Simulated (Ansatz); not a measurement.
# C₃H₈Ge: reading failed and doubtful runs

Aim: try 3 inputs for C₃H₈Ge as typed, read how each ends, and find what has to change.

Program: Ansatz 0.2.0, Gaussian basis. Level of theory: the settings change from run to run. These are calculated values, not measurements.

## 1. The geometry

An earlier PBE0-D4 in a triple-zeta def2 set relaxation fixed the geometry.

12 atoms, charge 0, spin multiplicity 1.

Atoms are counted from 1 here; the program's logs count them from 0.

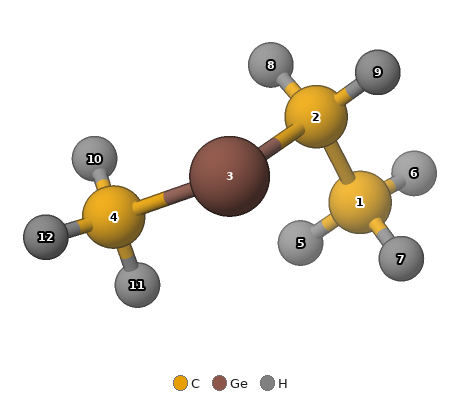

The geometry (carbon amber, germanium brown, hydrogen grey); atoms are numbered from 1 in the order of the file.

## 2. Attempt 1

File in.yaml:

```yaml
crystal:
  periodic: [false, false, false]
  atoms:
    - {symbol: C, position_ang: [-0.789621, 1.293494, 0.275448]}
    - {symbol: C, position_ang: [-0.477827, 0.049141, 1.109122]}
    - {symbol: Ge, position_ang: [1.418972, -0.516100, 0.783492]}
    - {symbol: C, position_ang: [1.125940, -1.235666, -1.053868]}
    - {symbol: H, position_ang: [-0.766089, 1.077806, -0.795601]}
    - {symbol: H, position_ang: [-1.781637, 1.693439, 0.504273]}
    - {symbol: H, position_ang: [-0.074846, 2.102698, 0.461914]}
    - {symbol: H, position_ang: [-1.163099, -0.763636, 0.845759]}
    - {symbol: H, position_ang: [-0.612723, 0.266400, 2.171848]}
    - {symbol: H, position_ang: [0.204505, -1.819518, -1.133672]}
    - {symbol: H, position_ang: [1.022501, -0.375236, -1.728079]}
    - {symbol: H, position_ang: [1.970924, -1.828124, -1.406634]}
basis:
  gaussian: {orbitals: def2-TZVPD}
hamiltonian: {xc: {name: PBE}, dispersion: d3bjatm, pseudopotentials: {relativity: none}}
accuracy: high
kpoints: {mp_grid: {grid: [2, 2, 2]}}
output: {forces: true}
```

Started as:

```console
ansatz run in.yaml --threads 4 --pin off --events-out ev --progress --plain --max-ram 10444MiB
```

Standard output:

```text
Error: invalid value for `basis.gaussian`: such a run doesn't read kpoints; remove what it names
```

It took 0.05 s on 4 threads of Arm Neoverse V1, shared host.

Diagnosis: The program refused the input. The input holds a key that doesn't belong there. To mend it, remove the key, or spell it as the input reference has it.

## 3. Attempt 2

File in.yaml:

```yaml
crystal:
  periodic: [false, false, false]
  atoms:
    - {symbol: C, position_ang: [-0.789621, 1.293494, 0.275448]}
    - {symbol: C, position_ang: [-0.477827, 0.049141, 1.109122]}
    - {symbol: Ge, position_ang: [1.418972, -0.516100, 0.783492]}
    - {symbol: C, position_ang: [1.125940, -1.235666, -1.053868]}
    - {symbol: H, position_ang: [-0.766089, 1.077806, -0.795601]}
    - {symbol: H, position_ang: [-1.781637, 1.693439, 0.504273]}
    - {symbol: H, position_ang: [-0.074846, 2.102698, 0.461914]}
    - {symbol: H, position_ang: [-1.163099, -0.763636, 0.845759]}
    - {symbol: H, position_ang: [-0.612723, 0.266400, 2.171848]}
    - {symbol: H, position_ang: [0.204505, -1.819518, -1.133672]}
    - {symbol: H, position_ang: [1.022501, -0.375236, -1.728079]}
    - {symbol: H, position_ang: [1.970924, -1.828124, -1.406634]}
basis:
  gaussian: {orbitals: cc-pVDZ}
total_charge: 1
magnetization: {spin_polarized: true, initial_magnetization: 2}
hamiltonian: {xc: {name: r2SCAN50}}
```

Same command.

Standard output:

```text
Error: a molecule whose nuclei and cores have a total charge of 58 cannot have a net charge of 1 together with 2 unpaired electrons
```

Wall time 0.05 s (4 threads of Arm Neoverse V1, shared host).

**Diagnosis.** The program refused the input. The number of unpaired electrons doesn't fit the electron count. Fix: make charge and initial_magnetization agree: an even electron count takes an even number of unpaired electrons.

## 4. Attempt 3

File in.yaml:

```yaml
crystal:
  periodic: [false, false, false]
  atoms:
    - {symbol: C, position_ang: [-0.789621, 1.293494, 0.275448]}
    - {symbol: C, position_ang: [-0.477827, 0.049141, 1.109122]}
    - {symbol: Ge, position_ang: [1.418972, -0.516100, 0.783492]}
    - {symbol: C, position_ang: [1.125940, -1.235666, -1.053868]}
    - {symbol: H, position_ang: [-0.766089, 1.077806, -0.795601]}
    - {symbol: H, position_ang: [-1.781637, 1.693439, 0.504273]}
    - {symbol: H, position_ang: [-0.074846, 2.102698, 0.461914]}
    - {symbol: H, position_ang: [-0.312723, 0.566400, 2.221848]}
    - {symbol: H, position_ang: [-0.612723, 0.266400, 2.171848]}
    - {symbol: H, position_ang: [0.204505, -1.819518, -1.133672]}
    - {symbol: H, position_ang: [1.022501, -0.375236, -1.728079]}
    - {symbol: H, position_ang: [1.970924, -1.828124, -1.406634]}
basis:
  gaussian: {orbitals: STO-3G}
total_charge: 1
magnetization: {spin_polarized: true, initial_magnetization: 1}
hamiltonian: {xc: {name: B3LYP}, dispersion: d3bj}
scf: {lower_state_search: off}
```

The command is unchanged.

Standard output (excerpt; [...] marks lines left out):

```text
Functional definition: B3LYP
  name "B3LYP"
  cite "Stephens, Devlin, Chabalowski & Frisch, J. Phys. Chem. 98, 11623 (1994) doi:10.1021/j100096a001"
  cite "Becke, Phys. Rev. A 38, 3098 (1988) doi:10.1103/PhysRevA.38.3098"
  cite "Lee, Yang & Parr, Phys. Rev. B 37, 785 (1988) doi:10.1103/PhysRevB.37.785"
  cite "Vosko, Wilk & Nusair, Can. J. Phys. 58, 1200 (1980) doi:10.1139/p80-159"
[...]
496 factors; integrals over basis functions are off by at most 3.9e-5 eV
[...]
mean field -59049.46819574 eV, -2170.0279310264 hartree, gradient 1.9e-6 eV, S^2 0.776634; 0 other end points of the search recorded, 0 dependent functions left out
reference -59049.46840325 eV, -2170.0279386524 hartree; 29, 28 occupied and 12, 13 virtual orbitals, 496 factors
Total energy: -59049.91318508 eV, -2170.0442840831 hartree
Checks for a lower state left out: stability, starts, cluster_reference, orbital_swaps, neighbouring_geometries, increment
```

Wall time 0.6 s (4 threads of Arm Neoverse V1, shared host).

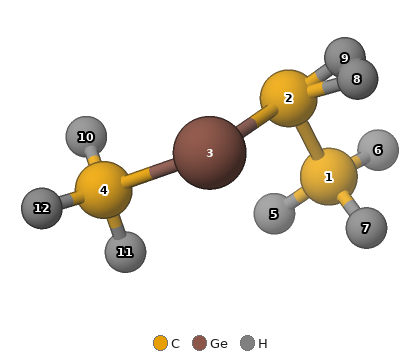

The geometry of this input.

Diagnosis: The run converged, but a converged run isn't a right one. One atom was put on top of another. The shortest distance is 0.43 Å (H8–H9), against 1.09 Å in the relaxed molecule. It also asks for charge 1 and multiplicity 2, another species or state than the molecule above. Its energy is no property of the relaxed molecule. Cure: restore the atom's position, and set charge and spin to those of the species named.

## 5. Summary

| attempt | level | ended | cause | time |
| --- | --- | --- | --- | --- |
| 1 | PBE/def2-TZVPD | refused | the input holds a key that doesn't belong there | 0.05 s |
| 2 | r2SCAN50/cc-pVDZ | refused | the number of unpaired electrons doesn't fit the electron count | 0.05 s |
| 3 | B3LYP/STO-3G | converged | one atom was put on top of another | 0.6 s |

2 refused, 1 converged. A refusal costs next to no computing time. The dangerous case is the input that converges on a wrong geometry, charge, spin, basis or grid: often only a look at the input shows it.
